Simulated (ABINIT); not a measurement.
# BSbSe3 (Pm-3m): from the cell to the phonon bands

How does BSbSe3 (Pm-3m) vibrate, and is this structure a minimum?

Program: ABINIT 10.8.3. Level of theory: DFT LDA, scalar-relativistic, plane waves, HGH norm-conserving pseudopotentials. Results are calculated unless marked as measured.

The structure was built from a prototype and need not be the compound's stable phase.

### 1. The structure

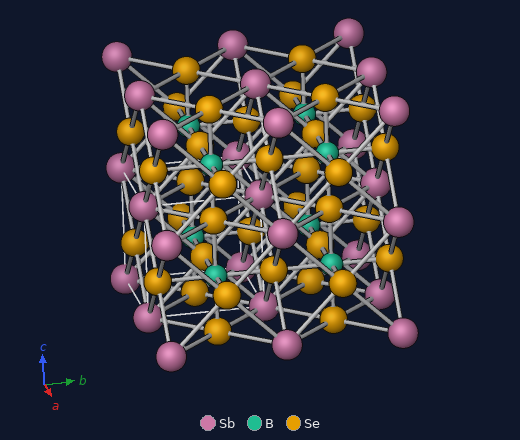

The starting structure, seen slightly off an axis (antimony pink, boron teal, selenium orange). 2×2×2 cells are drawn. Some periodic images of atoms are drawn too.

### 2. A probe with smearing

A first run with smearing and empty bands tells whether the crystal has a gap, which decides between fixed occupations and smearing later on.

File probe.abi:

```
# ground state
tolvrs 1.0d-08
prtden 1
prtwf 1

# basis, mesh and filling
ecut 40.0
ixc 7
ngkpt 4 4 4
nshiftk 1
shiftk 0.0 0.0 0.0
istwfk *1
occopt 7
tsmear 0.005
nband 20
nstep 100
diemac 9.0
prtebands 0
prtgsr 0
useylm 1

# cell and atoms
acell 3*1.0 Angstrom
rprim 
    4.365 0.0 0.0
    0.0 4.365 0.0
    0.0 0.0 4.365
ntypat 3
znucl 51 5 34
natom 5
typat 1 2 3 3 3
xred 
    0.0 0.0 0.0
    0.5 0.5 0.5
    0.5 0.5 0.0
    0.5 0.0 0.5
    0.0 0.5 0.5
pp_dirpath "./pseudo"
pseudos "Sb.hgh, B.hgh, Se.hgh"
```

The run is started by

```sh
$ OMP_NUM_THREADS=1 mpirun -n 4 abinit probe.abi > probe.log
```

Numbers of over 12 decimals in the logs are rounded to 6 here.

probe.abo, the main output file:

```text
[banners, grids, parts of the stress and lines that vanish by symmetry left out]
- input  file    -> probe.abi
- output file    -> probe.abo
- root for input  files -> probei
[...]
Symmetries : space group Pm -3 m (#221); Bravais cP (primitive cubic)
[...]
mpw =        6816          nfft =      110592          nkpt =          10
[...]
== DATASET  1 ==================================================================
[...]
cutoff_energies: {ecut:  40.0, pawecutdg:  -1.0, }
[...]
Exchange-correlation functional for the present dataset will be:
  LDA: Perdew-Wang 92 LSD fit to Ceperley-Alder data - ixc=7
[...]
ETOT  1  -36.460584109812    -3.646E+01 4.641E-02 3.131E+03
 ETOT  2  -36.638655520421    -1.781E-01 1.608E-02 2.128E+03
 ETOT  3  -36.860430893069    -2.218E-01 1.533E-02 4.306E+01
 ETOT  4  -36.865854234657    -5.423E-03 7.247E-03 1.273E+01
 ETOT  5  -36.867364480209    -1.510E-03 2.439E-03 8.068E-01
 ETOT  6  -36.867512143359    -1.477E-04 1.703E-03 7.204E-03
 ETOT  7  -36.867513347038    -1.204E-06 3.917E-04 1.568E-05
 ETOT  8  -36.867513349546    -2.509E-09 2.879E-04 2.168E-07
 ETOT  9  -36.867513349575    -2.872E-11 7.791E-05 2.009E-09
 At SCF step    9       vres2   =  2.01E-09 < tolvrs=  1.00E-08 =>converged.
[...]
sigma(1 1)= -2.97726278E-04  sigma(3 2)=  0.00000000E+00
  sigma(2 2)= -2.97726278E-04  sigma(3 1)=  0.00000000E+00
  sigma(3 3)= -2.97726278E-04  sigma(2 1)=  0.00000000E+00
[...]
convergence: {deltae: -2.872E-11, res2:  2.009E-09, residm:  7.791E-05, diffor: null, }
etotal    :  -3.68675133E+01
[...]
sigma(1 1)= -2.97726278E-04  sigma(3 2)=  0.00000000E+00
  sigma(2 2)= -2.97726278E-04  sigma(3 1)=  0.00000000E+00
  sigma(3 3)= -2.97726278E-04  sigma(2 1)=  0.00000000E+00
[...]
- sigma(1 1)= -8.75940951E+00  sigma(3 2)=  0.00000000E+00
- sigma(2 2)= -8.75940951E+00  sigma(3 1)=  0.00000000E+00
- sigma(3 3)= -8.75940951E+00  sigma(2 1)=  0.00000000E+00
[...]
fcart     -0.0000000000E+00 -0.0000000000E+00 -0.0000000000E+00
           strten     -2.9772627774E-04 -2.9772627774E-04 -2.9772627774E-04
================================================================================

[key lines of the parts left out:]
pressure_GPa:   8.7594E+00
```

The job ended after 13 s (4 MPI ranks of Arm Neoverse V1, shared host; 51 s of CPU time).

Numbers from this step:

* volume per atom: 16.63 Å³
* pressure: 8.759 GPa
* gap on the k-mesh: 0 eV

No gap opens on this mesh, so smearing is kept; the printed pressure holds the stress of the finite basis too.

### 3. Rough relaxation

The typed start is rough, so a first relaxation with smearing and loose thresholds takes it towards rest cheaply.

File prerelax.abi:

```
# relaxation
ionmov 2
optcell 2
dilatmx 1.15
chkdilatmx 0
ntime 40
tolmxf 3.0d-04
tolvrs 1.0d-10
prtwf 0
prtden 0
chksymtnons 0

# basis, mesh and filling
ecut 40.0
ecutsm 3.0
ixc 7
ngkpt 4 4 4
nshiftk 1
shiftk 0.0 0.0 0.0
istwfk *1
occopt 7
tsmear 0.005
nband 20
nstep 100
diemac 1000000.0
prtebands 0
prtgsr 0
useylm 1

# cell and atoms
acell 3*1.0 Angstrom
rprim 
    4.365 0.0 0.0
    0.0 4.365 0.0
    0.0 0.0 4.365
ntypat 3
znucl 51 5 34
natom 5
typat 1 2 3 3 3
xred 
    0.0 0.0 0.0
    0.5 0.5 0.5
    0.5 0.5 0.0
    0.5 0.0 0.5
    0.0 0.5 0.5
pp_dirpath "./pseudo"
pseudos "Sb.hgh, B.hgh, Se.hgh"
```

The run is started by

```sh
$ OMP_NUM_THREADS=1 mpirun -n 4 abinit prerelax.abi > prerelax.log
```

prerelax.abo, the main output file:

```text
[banners, grids, parts of the stress and lines that vanish by symmetry left out]
- input  file    -> prerelax.abi
- output file    -> prerelax.abo
- root for input  files -> prerelaxi
[...]
Symmetries : space group Pm -3 m (#221); Bravais cP (primitive cubic)
[...]
mpw =       10395          nfft =      216000          nkpt =          10
[...]
== DATASET  1 ==================================================================
[...]
cutoff_energies: {ecut:  40.0, pawecutdg:  -1.0, }
[...]
Exchange-correlation functional for the present dataset will be:
  LDA: Perdew-Wang 92 LSD fit to Ceperley-Alder data - ixc=7
[...]
ETOT  1  -36.453559069873    -3.645E+01 4.976E-02 6.075E+03
 ETOT  2  -36.731654805723    -2.781E-01 1.709E-02 2.293E+03
 ETOT  3  -36.863396723007    -1.317E-01 1.033E-02 5.445E+01
 ETOT  4  -36.865771526755    -2.375E-03 8.618E-03 1.520E+01
[...]
ETOT  8  -36.874108025101    -4.263E-13 1.129E-04 3.961E-11
 At SCF step    8       vres2   =  3.96E-11 < tolvrs=  1.00E-10 =>converged.
[...]
sigma(1 1)= -1.45270960E-06  sigma(3 2)=  0.00000000E+00
  sigma(2 2)= -1.45270960E-06  sigma(3 1)=  0.00000000E+00
  sigma(3 3)= -1.45270960E-06  sigma(2 1)=  0.00000000E+00
[...]
convergence: {deltae: -4.263E-13, res2:  3.961E-11, residm:  1.129E-04, diffor: null, }
etotal    :  -3.68741080E+01
[...]
At Broyd/MD step   4, gradients are converged :
[...]
sigma(1 1)= -1.45270960E-06  sigma(3 2)=  0.00000000E+00
  sigma(2 2)= -1.45270960E-06  sigma(3 1)=  0.00000000E+00
  sigma(3 3)= -1.45270960E-06  sigma(2 1)=  0.00000000E+00
[...]
- sigma(1 1)= -4.27401920E-02  sigma(3 2)=  0.00000000E+00
- sigma(2 2)= -4.27401920E-02  sigma(3 1)=  0.00000000E+00
- sigma(3 3)= -4.27401920E-02  sigma(2 1)=  0.00000000E+00
[...]
fcart     -0.0000000000E+00 -0.0000000000E+00 -0.0000000000E+00
           strten     -1.4527095986E-06 -1.4527095986E-06 -1.4527095986E-06
================================================================================

[key lines of the parts left out:]
pressure_GPa:   4.2740E-02
Total energy (etotal) [Ha]= -3.68741080251012E+01
```

Run time: 88 s. Hardware: 4 MPI ranks.

Step by step:

| step | energy less that of the first step (eV) | largest force (eV/Å) | volume (Å³) |
| --- | --- | --- | --- |
| 1 | 0.0000 | 0.0000 | 83.17 |
| 2 | -0.1012 | 0.0000 | 85.43 |
| 3 | -0.1805 | 0.0000 | 89.73 |
| 4 | -0.1814 | 0.0000 | 90.24 |

| conventional cell, symmetrised | before | after | change |
| --- | --- | --- | --- |
| a (Å) | 4.365 | 4.485 | +2.8 % |
| b (Å) | 4.365 | 4.485 | +2.8 % |
| c (Å) | 4.365 | 4.485 | +2.8 % |
| volume (Å³/atom) | 16.63 | 18.05 | +8.5 % |

Final coordinates:

```xyz
5
Lattice="4.4854 0.0000 0.0000 0.0000 4.4854 0.0000 0.0000 0.0000 4.4854" Properties=species:S:1:pos:R:3 pbc="T T T"
Sb    0.0000    0.0000    0.0000
B     2.2427    2.2427    2.2427
Se    2.2427    2.2427    0.0000
Se    2.2427    0.0000    2.2427
Se    0.0000    2.2427    2.2427
```

Numbers from this step:

```yaml
volume_per_atom: 18.05 Å³
pressure: 0.04274 GPa
```

The volume changes by +8.5 % in this run and stands +8.5 % from the first cell.

### 4. Relaxation

The harmonic expansion needs vanishing forces, and a free crystal bears no stress, so cell and atoms are brought to rest. Stress is more sensitive to the basis than forces are: the last 3 Ha under the cutoff are smoothed with ecutsm, and the cutoff is raised above that of the later runs.

File relax.abi:

```
# relaxation
ionmov 2
optcell 2
dilatmx 1.08
ntime 40
tolmxf 1.0d-05
tolvrs 1.0d-14
prtwf 0
prtden 0
chksymtnons 0

# basis, mesh and filling
ecut 49.0
ecutsm 3.0
ixc 7
ngkpt 6 6 6
nshiftk 1
shiftk 0.0 0.0 0.0
istwfk *1
occopt 7
tsmear 0.01
nband 20
nstep 100
diemac 1000000.0
prtebands 0
prtgsr 0
useylm 1

# cell and atoms
acell 3*1.0 Angstrom
rprim 
    4.485443787 0.0 0.0
    0.0 4.485443787 0.0
    0.0 0.0 4.485443787
ntypat 3
znucl 51 5 34
natom 5
typat 1 2 3 3 3
xred 
    0.0 0.0 0.0
    0.5 0.5 0.5
    0.5 0.5 0.0
    0.5 0.0 0.5
    0.0 0.5 0.5
pp_dirpath "./pseudo"
pseudos "Sb.hgh, B.hgh, Se.hgh"
```

The run is started by

```sh
$ OMP_NUM_THREADS=1 mpirun -n 4 abinit relax.abi > relax.log
```

relax.abo, the main output file:

```text
[banners, grids, parts of the stress and lines that vanish by symmetry left out]
- input  file    -> relax.abi
- output file    -> relax.abo
- root for input  files -> relaxi
[...]
Symmetries : space group Pm -3 m (#221); Bravais cP (primitive cubic)
[...]
mpw =       12621          nfft =      216000          nkpt =          20
[...]
== DATASET  1 ==================================================================
[...]
cutoff_energies: {ecut:  49.0, pawecutdg:  -1.0, }
[...]
Exchange-correlation functional for the present dataset will be:
  LDA: Perdew-Wang 92 LSD fit to Ceperley-Alder data - ixc=7
[...]
ETOT  1  -36.496424602838    -3.650E+01 5.038E-02 5.530E+03
 ETOT  2  -36.749896670891    -2.535E-01 1.894E-02 1.940E+03
 ETOT  3  -36.880889201822    -1.310E-01 8.539E-03 2.147E+01
 ETOT  4  -36.882247372814    -1.358E-03 3.597E-03 7.512E-01
 ETOT  5  -36.882298245429    -5.087E-05 9.415E-04 2.955E-01
[...]
At SCF step   12       vres2   =  6.45E-16 < tolvrs=  1.00E-14 =>converged.
[...]
sigma(1 1)=  2.25790389E-05  sigma(3 2)=  0.00000000E+00
  sigma(2 2)=  2.25790389E-05  sigma(3 1)=  0.00000000E+00
  sigma(3 3)=  2.25790389E-05  sigma(2 1)=  0.00000000E+00
[...]
convergence: {deltae:  1.599E-12, res2:  6.455E-16, residm:  7.285E-05, diffor: null, }
etotal    :  -3.68823269E+01
[...]
ETOT  1  -36.882307598735    -3.688E+01 9.282E-04 8.287E-01
[...]
At SCF step    9       vres2   =  1.33E-15 < tolvrs=  1.00E-14 =>converged.
[...]
sigma(1 1)=  1.64153828E-05  sigma(3 2)=  0.00000000E+00
  sigma(2 2)=  1.64153828E-05  sigma(3 1)=  0.00000000E+00
  sigma(3 3)=  1.64153828E-05  sigma(2 1)=  0.00000000E+00
[...]
convergence: {deltae:  1.208E-13, res2:  1.331E-15, residm:  1.012E-04, diffor: null, }
etotal    :  -3.68823510E+01
[...]
ETOT  1  -36.882079561201    -3.688E+01 1.433E-03 5.719E+00
[...]
At SCF step   10       vres2   =  2.35E-16 < tolvrs=  1.00E-14 =>converged.
[...]
sigma(1 1)= -1.59953339E-07  sigma(3 2)=  0.00000000E+00
  sigma(2 2)= -1.59953339E-07  sigma(3 1)=  0.00000000E+00
  sigma(3 3)= -1.59953339E-07  sigma(2 1)=  0.00000000E+00
[...]
convergence: {deltae:  5.542E-13, res2:  2.345E-16, residm:  3.756E-06, diffor: null, }
etotal    :  -3.68823776E+01
[...]
ETOT  1  -36.882377580928    -3.688E+01 1.875E-06 5.352E-04
[...]
ETOT  6  -36.882377608870    -1.066E-13 7.431E-07 8.686E-13
 ETOT  7  -36.882377608869     9.592E-13 7.149E-07 7.316E-15
 At SCF step    7       vres2   =  7.32E-15 < tolvrs=  1.00E-14 =>converged.
[...]
sigma(1 1)=  1.10338163E-09  sigma(3 2)=  0.00000000E+00
  sigma(2 2)=  1.10338163E-09  sigma(3 1)=  0.00000000E+00
  sigma(3 3)=  1.10338163E-09  sigma(2 1)=  0.00000000E+00
[...]
convergence: {deltae:  9.592E-13, res2:  7.316E-15, residm:  7.149E-07, diffor: null, }
etotal    :  -3.68823776E+01
[...]
At Broyd/MD step   4, gradients are converged :
[...]
sigma(1 1)=  1.10338163E-09  sigma(3 2)=  0.00000000E+00
  sigma(2 2)=  1.10338163E-09  sigma(3 1)=  0.00000000E+00
  sigma(3 3)=  1.10338163E-09  sigma(2 1)=  0.00000000E+00
[...]
- sigma(1 1)=  3.24626083E-05  sigma(3 2)=  0.00000000E+00
- sigma(2 2)=  3.24626084E-05  sigma(3 1)=  0.00000000E+00
- sigma(3 3)=  3.24626083E-05  sigma(2 1)=  0.00000000E+00
[...]
fcart     -0.0000000000E+00 -0.0000000000E+00 -0.0000000000E+00
           strten      1.1033816283E-09  1.1033816335E-09  1.1033816300E-09
================================================================================

[key lines of the parts left out:]
pressure_GPa:  -3.2463E-05
Total energy (etotal) [Ha]= -3.68823776088689E+01
```

Wall time 2.8 min (4 MPI ranks).

The steps of the relaxation:

| step | energy less that of the first step (eV) | largest force (eV/Å) | volume (Å³) |
| --- | --- | --- | --- |
| 1 | 0.0000 | 0.0000 | 90.24 |
| 2 | -0.0007 | 0.0000 | 90.06 |
| 3 | -0.0014 | 0.0000 | 89.58 |
| 4 | -0.0014 | 0.0000 | 89.58 |

| conventional cell, symmetrised | before | after | change |
| --- | --- | --- | --- |
| a (Å) | 4.485 | 4.474 | -0.2 % |
| b (Å) | 4.485 | 4.474 | -0.2 % |
| c (Å) | 4.485 | 4.474 | -0.2 % |
| volume (Å³/atom) | 18.05 | 17.92 | -0.7 % |

The relaxed structure:

```cif
data_structure
_symmetry_space_group_name_H-M 'P 1'
_symmetry_Int_Tables_number 1
_cell_length_a 4.4745
_cell_length_b 4.4745
_cell_length_c 4.4745
_cell_angle_alpha 90.000
_cell_angle_beta 90.000
_cell_angle_gamma 90.000
_cell_volume 89.58
loop_
_atom_site_label
_atom_site_type_symbol
_atom_site_fract_x
_atom_site_fract_y
_atom_site_fract_z
_atom_site_occupancy
Sb1 Sb 0.00000 0.00000 0.00000 1
B2 B 0.50000 0.50000 0.50000 1
Se3 Se 0.50000 0.50000 0.00000 1
Se4 Se 0.50000 0.00000 0.50000 1
Se5 Se 0.00000 0.50000 0.50000 1
```

Read from the output:

| Property | Result |
| --- | --- |
| volume per atom | 17.92 Å³ |
| pressure | -3.25e-5 GPa |

The volume changes by -0.7 % in this run and stands +7.7 % from the first cell.

### 5. Self-consistent run for the response

First-order wavefunctions inherit every error of the ground state, hence the very tight tolvrs. Smearing stays on, as the first look found no gap above 0.3 eV.

File gs.abi:

```
# ground state
tolvrs 1.0d-16
prtden 1
prtwf 1

# basis, mesh and filling
ecut 40.0
ixc 7
ngkpt 6 6 6
nshiftk 1
shiftk 0.0 0.0 0.0
istwfk *1
occopt 7
tsmear 0.01
nband 20
nstep 100
diemac 1000000.0
prtebands 0
prtgsr 0
useylm 1

# cell and atoms
acell 3*1.0 Angstrom
rprim 
    4.474450656 0.0 0.0
    0.0 4.474450656 0.0
    0.0 0.0 4.474450656
ntypat 3
znucl 51 5 34
natom 5
typat 1 2 3 3 3
xred 
    0.0 0.0 0.0
    0.5 0.5 0.5
    0.5 0.5 0.0
    0.5 0.0 0.5
    0.0 0.5 0.5
pp_dirpath "./pseudo"
pseudos "Sb.hgh, B.hgh, Se.hgh"
```

The run is started by

```sh
$ OMP_NUM_THREADS=1 mpirun -n 4 abinit gs.abi > gs.log
```

gs.abo, the main output file:

```text
[banners, grids, parts of the stress and lines that vanish by symmetry left out]
- input  file    -> gs.abi
- output file    -> gs.abo
- root for input  files -> gsi
[...]
Symmetries : space group Pm -3 m (#221); Bravais cP (primitive cubic)
[...]
mpw =        7400          nfft =      125000          nkpt =          20
[...]
== DATASET  1 ==================================================================
[...]
cutoff_energies: {ecut:  40.0, pawecutdg:  -1.0, }
[...]
Exchange-correlation functional for the present dataset will be:
  LDA: Perdew-Wang 92 LSD fit to Ceperley-Alder data - ixc=7
[...]
ETOT  1  -36.505317272743    -3.651E+01 4.669E-02 3.201E+03
 ETOT  2  -36.748539527720    -2.432E-01 7.355E-03 1.119E+03
 ETOT  3  -36.880594533141    -1.321E-01 8.056E-03 1.409E+01
 ETOT  4  -36.882118972249    -1.524E-03 1.563E-03 4.833E-01
 ETOT  5  -36.882172294972    -5.332E-05 2.197E-03 2.021E-01
[...]
ETOT 12  -36.882205663033     2.061E-13 1.514E-04 2.985E-15
 ETOT 13  -36.882205663033     3.908E-13 1.414E-04 1.795E-18
 At SCF step   13       vres2   =  1.79E-18 < tolvrs=  1.00E-16 =>converged.
[...]
sigma(1 1)=  1.96491510E-06  sigma(3 2)=  0.00000000E+00
  sigma(2 2)=  1.96491510E-06  sigma(3 1)=  0.00000000E+00
  sigma(3 3)=  1.96491510E-06  sigma(2 1)=  0.00000000E+00
[...]
convergence: {deltae:  3.908E-13, res2:  1.795E-18, residm:  1.414E-04, diffor: null, }
etotal    :  -3.68822057E+01
[...]
sigma(1 1)=  1.96491510E-06  sigma(3 2)=  0.00000000E+00
  sigma(2 2)=  1.96491510E-06  sigma(3 1)=  0.00000000E+00
  sigma(3 3)=  1.96491510E-06  sigma(2 1)=  0.00000000E+00
[...]
- sigma(1 1)=  5.78097982E-02  sigma(3 2)=  0.00000000E+00
- sigma(2 2)=  5.78097982E-02  sigma(3 1)=  0.00000000E+00
- sigma(3 3)=  5.78097982E-02  sigma(2 1)=  0.00000000E+00
[...]
fcart     -0.0000000000E+00 -0.0000000000E+00 -0.0000000000E+00
           strten      1.9649151042E-06  1.9649151042E-06  1.9649151042E-06
================================================================================

[key lines of the parts left out:]
pressure_GPa:  -5.7810E-02
```

Run time: 34 s. Hardware: 4 MPI ranks.

This step gave:

* pressure: -0.05781 GPa

The cell stands at -0.058 GPa, close enough for phonons.

(Continued in part 2 of 6.)

[Host names and launcher messages were left out of these logs when they were recorded.]

[Logs are printed without paths, hosts, clocks, repeated set-up lines and the standing remarks that a program may print on its own settings, such as how far it seeks lower states.]

[Hosts, paths, dates, database ids (printed as entryN), source tags and the programs' standing remarks are cut or masked in the printed files.]
